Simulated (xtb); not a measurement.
**CH₃GaS: geometry relaxation (part 2 of 2)**

The same run, continued: CH₃GaS; GFN2-xTB (xtb 6.7.1). The geometry comes from this level: GFN2-xTB.

Geometry of the input (Å):
```
C  -0.4176  0.0806  -0.7195
S  0.6158  -1.5525  -0.1709
Ga 0.4515  0.2327  1.0540
H  -1.4496  -0.2304  -0.8704
H  0.0213  0.4388  -1.6487
H  0.7788  1.0307  2.3554
```

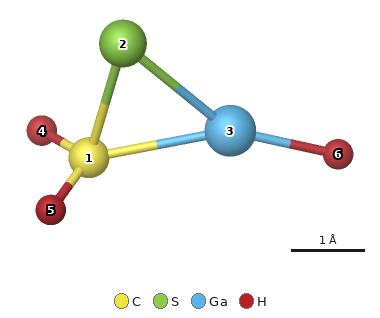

*The input geometry (ball-and-stick view, seen at a tilt; atoms are numbered from 1 in the order of the input). Sticks mark near contacts.*

## Log, continued
```
6
 xtb: 6.7.1
C           -0.41764000000000        0.08065000000000       -0.71948000000000
S            0.61575000000000       -1.55245000000000       -0.17090000000000
Ga           0.45148000000000        0.23271000000000        1.05404000000000
H           -1.44960000000000       -0.23040000000000       -0.87036000000000
H            0.02125000000000        0.43883000000000       -1.64868000000000
H            0.77876000000000        1.03066000000000        2.35538000000000

 Bond Distances (Angstroems)
 ---------------------------
C1-S2=2.0089         C1-Ga3=1.9809        C1-H4=1.0883         C1-H5=1.0883         S2-C1=2.0089         S2-Ga3=2.1712
Ga3-C1=1.9809        Ga3-S2=2.1712        Ga3-H6=1.5612        H4-C1=1.0883         H5-C1=1.0883         H6-Ga3=1.5612
 C  H  Rav=1.0883 sigma=0.0000  Rmin=1.0883  Rmax=1.0883     2
 S  C  Rav=2.0089 sigma=0.0000  Rmin=2.0089  Rmax=2.0089     1
 Ga H  Rav=1.5612 sigma=0.0000  Rmin=1.5612  Rmax=1.5612     1
 Ga C  Rav=1.9809 sigma=0.0000  Rmin=1.9809  Rmax=1.9809     1
 Ga S  Rav=2.1712 sigma=0.0000  Rmin=2.1712  Rmax=2.1712     1

 selected bond angles (degree)
 --------------------
Ga3-C1-S2= 65.93               H4-C1-S2=107.05                H4-C1-Ga3=124.20               H5-C1-S2=107.05
H5-C1-Ga3=124.21               H5-C1-H4=110.98                Ga3-S2-C1= 56.41               S2-Ga3-C1= 57.65
H6-Ga3-C1=151.34               H6-Ga3-S2=151.00

 selected dihedral angles (degree)
 ---------------------------------
Ga3-S2-C1-H4=239.54           Ga3-S2-C1-H5=120.47           S2-Ga3-C1-H4= 94.87           S2-Ga3-C1-H5=265.14
H6-Ga3-C1-S2=179.88           H6-Ga3-C1-H4=274.75           H6-Ga3-C1-H5= 85.02           H6-Ga3-S2-C1=180.12
           -------------------------------------------------
          |                Final Singlepoint                |
           -------------------------------------------------

          ...................................................
          :                      SETUP                      :
          :.................................................:
          :  # basis functions                  27          :
          :  # atomic orbitals                  25          :
          :  # shells                           11          :
          :  # electrons                        16          :
          :  max. iterations                   250          :
          :  Hamiltonian                  GFN2-xTB          :
          :  restarted?                      false          :
          :  GBSA solvation                  false          :
          :  PC potential                    false          :
          :  electronic temp.          300.0000000     K    :
          :  accuracy                    1.0000000          :
          :  -> integral cutoff          0.2500000E+02      :
          :  -> integral neglect         0.1000000E-07      :
          :  -> SCF convergence          0.1000000E-05 Eh   :
          :  -> wf. convergence          0.1000000E-03 e    :
          :  Broyden damping             0.4000000          :
          :  net charge                          0          :
          :  unpaired electrons                  0          :
          ...................................................

 iter      E             dE          RMSdq      gap      omega  full diag
   1     -8.1055498 -0.810555E+01  0.756E-06    2.62       0.0  T
   2     -8.1055498 -0.124345E-13  0.452E-06    2.62    9025.9  T
   3     -8.1055498 -0.266454E-13  0.292E-06    2.62   13990.4  T

   *** convergence criteria satisfied after 3 iterations ***

         #    Occupation            Energy/Eh            Energy/eV
      -------------------------------------------------------------
         1        2.0000           -0.6990116             -19.0211
         2        2.0000           -0.5986383             -16.2898
         3        2.0000           -0.5636316             -15.3372
         4        2.0000           -0.4926474             -13.4056
         5        2.0000           -0.4658343             -12.6760
         6        2.0000           -0.4317186             -11.7477
         7        2.0000           -0.3810835             -10.3698
         8        2.0000           -0.3774183             -10.2701 (HOMO)
         9                         -0.2811026              -7.6492 (LUMO)
        10                         -0.2213082              -6.0221
        11                         -0.1999935              -5.4421
        12                         -0.1513092              -4.1173
        13                         -0.0483650              -1.3161
       ...                                ...                  ...
        25                          1.3086975              35.6115
      -------------------------------------------------------------
                  HL-Gap            0.0963157 Eh            2.6209 eV
             Fermi-level           -0.3292605 Eh           -8.9596 eV

 SCC (total)                   0 d,  0 h,  0 min,  0.002 sec
 SCC setup                      ...        0 min,  0.000 sec (  5.344%)
 Dispersion                     ...        0 min,  0.000 sec (  0.518%)
 classical contributions        ...        0 min,  0.000 sec (  0.225%)
 integral evaluation            ...        0 min,  0.000 sec ( 26.648%)
 iterations                     ...        0 min,  0.000 sec ( 25.707%)
 molecular gradient             ...        0 min,  0.001 sec ( 39.079%)
 printout                       ...        0 min,  0.000 sec (  2.207%)

         :::::::::::::::::::::::::::::::::::::::::::::::::::::
         ::                     SUMMARY                     ::
         :::::::::::::::::::::::::::::::::::::::::::::::::::::
         :: total energy              -8.052123072544 Eh    ::
         :: gradient norm              0.000383343327 Eh/a0 ::
         :: HOMO-LUMO gap              2.620883420054 eV    ::
         ::.................................................::
         :: SCC energy                -8.105549188342 Eh    ::
         :: -> isotropic ES            0.016737672333 Eh    ::
         :: -> anisotropic ES          0.000001819257 Eh    ::
         :: -> anisotropic XC          0.005286388984 Eh    ::
         :: -> dispersion             -0.003000046138 Eh    ::
         :: repulsion energy           0.053426115798 Eh    ::
         :: add. restraining           0.000000000000 Eh    ::
         :: total charge              -0.000000000000 e     ::
         :::::::::::::::::::::::::::::::::::::::::::::::::::::

           -------------------------------------------------
          |                Property Printout                |
           -------------------------------------------------

    * Orbital Energies and Occupations

         #    Occupation            Energy/Eh            Energy/eV
      -------------------------------------------------------------
         1        2.0000           -0.6990116             -19.0211
         2        2.0000           -0.5986383             -16.2898
         3        2.0000           -0.5636316             -15.3372
         4        2.0000           -0.4926474             -13.4056
         5        2.0000           -0.4658343             -12.6760
         6        2.0000           -0.4317186             -11.7477
         7        2.0000           -0.3810835             -10.3698
         8        2.0000           -0.3774183             -10.2701 (HOMO)
         9                         -0.2811026              -7.6492 (LUMO)
        10                         -0.2213082              -6.0221
        11                         -0.1999935              -5.4421
        12                         -0.1513092              -4.1173
        13                         -0.0483650              -1.3161
        14                         -0.0349640              -0.9514
        15                          0.0074041               0.2015
        16                          0.0179960               0.4897
        17                          0.0190822               0.5193
        18                          0.0295486               0.8041
        19                          0.0986955               2.6856
       ...                                ...                  ...
        25                          1.3086975              35.6115
      -------------------------------------------------------------
                  HL-Gap            0.0963157 Eh            2.6209 eV
             Fermi-level           -0.3292605 Eh           -8.9596 eV

     #   Z          covCN         q      C6AA      α(0)
     1   6 C        3.633    -0.101    22.859     6.882
     2  16 S        1.787    -0.222   150.506    20.649
     3  31 Ga       2.633     0.150   214.934    32.877
     4   1 H        0.925     0.079     1.988     2.205
     5   1 H        0.925     0.079     1.988     2.205
     6   1 H        0.903     0.015     2.820     2.627

 Mol. C6AA /au·bohr⁶  :       1282.932112
 Mol. C8AA /au·bohr⁸  :      78276.075276
 Mol. α(0) /au        :         67.444807

Wiberg/Mayer (AO) data.
largest (>0.10) Wiberg bond orders for each atom

 ---------------------------------------------------------------------------
     #   Z sym  total        # sym  WBO       # sym  WBO       # sym  WBO
 ---------------------------------------------------------------------------
     1   6 C    3.879 --     2 S    0.987     5 H    0.931     4 H    0.931
                             3 Ga   0.912     6 H    0.118
     2  16 S    2.333 --     3 Ga   1.196     1 C    0.987     6 H    0.132
     3  31 Ga   2.962 --     2 S    1.196     1 C    0.912     6 H    0.748
     4   1 H    0.994 --     1 C    0.931
     5   1 H    0.994 --     1 C    0.931
     6   1 H    1.000 --     3 Ga   0.748     2 S    0.132     1 C    0.118
 ---------------------------------------------------------------------------

Topologies differ in total number of bonds
Writing topology from bond orders to xtbtopo.mol

molecular dipole:
                 x           y           z       tot (Debye)
 q only:       -0.243       0.761       0.196
   full:       -0.219       1.253       0.665       3.649
molecular quadrupole (traceless):
                xx          xy          yy          xz          yz          zz
 q only:        0.421       1.447      -2.772       1.009      -0.117       2.351
  q+dip:        0.259       3.660      -6.360       2.483       0.924       6.101
   full:        2.391       3.523      -6.090       0.811      -1.640       3.699

           -------------------------------------------------
          |                Geometry Summary                 |
           -------------------------------------------------

      molecular mass/u    :      116.8224116
   center of mass at/Å    :        0.3899214      -0.2682373       0.5067914
  moments of inertia/u·Å² :        0.3927047E+02   0.1135364E+03   0.1495642E+03
rotational constants/cm⁻¹ :        0.4292699E+00   0.1484778E+00   0.1127117E+00

 * 5 selected distances

     #   Z          #   Z                                           value/Å
     1   6 C        3  31 Ga                                      1.9808750
     2  16 S        3  31 Ga                                      2.1712346 (max)
     1   6 C        4   1 H                                       1.0883283
     1   6 C        5   1 H                                       1.0882694 (min)
     3  31 Ga       6   1 H                                       1.5611927

 * 4 distinct bonds (by element types)

   Z      Z             #   av. dist./Å        max./Å        min./Å
   1 H    6 C           2     1.0882988     1.0883283     1.0882694
   1 H   31 Ga          1     1.5611927     1.5611927     1.5611927
   6 C   31 Ga          1     1.9808750     1.9808750     1.9808750
  16 S   31 Ga          1     2.1712346     2.1712346     2.1712346

optimized geometry written to: xtbopt.xyz

           -------------------------------------------------
          | TOTAL ENERGY               -8.052123072544 Eh   |
          | GRADIENT NORM               0.000383343327 Eh/α |
          | HOMO-LUMO GAP               2.620883420054 eV   |
           -------------------------------------------------

------------------------------------------------------------------------
------------------------------------------------------------------------
 total:
 *  cpu-time:     0 d,  0 h,  0 min,  0.011 sec
 * ratio c/w:     0.999 speedup
 SCF:
 *  cpu-time:     0 d,  0 h,  0 min,  0.003 sec
 * ratio c/w:     0.999 speedup
 ANC optimizer:
 *  cpu-time:     0 d,  0 h,  0 min,  0.004 sec
 * ratio c/w:     1.000 speedup
```

## File xtbopt.xyz
```
6
 energy: -8.052123072544 gnorm: 0.000383343327 xtb: 6.7.1
C           -0.41764000000000        0.08065000000000       -0.71948000000000
S            0.61575000000000       -1.55245000000000       -0.17090000000000
Ga           0.45148000000000        0.23271000000000        1.05404000000000
H           -1.44960000000000       -0.23040000000000       -0.87036000000000
H            0.02125000000000        0.43883000000000       -1.64868000000000
H            0.77876000000000        1.03066000000000        2.35538000000000
```

## Standard error
```
normal termination of xtb
```

## Results in brief

| quantity | value |
| --- | --- |
| outcome | converged |
| electrons treated | 16 |
| total energy | −8.052123 hartree |
| dispersion energy | −0.003000 hartree |
| basis functions | 27 |
| HOMO | −10.27 eV |
| LUMO | −7.65 eV |
| dipole moment | 3.65 D |
| peak memory | 0.073 GiB |
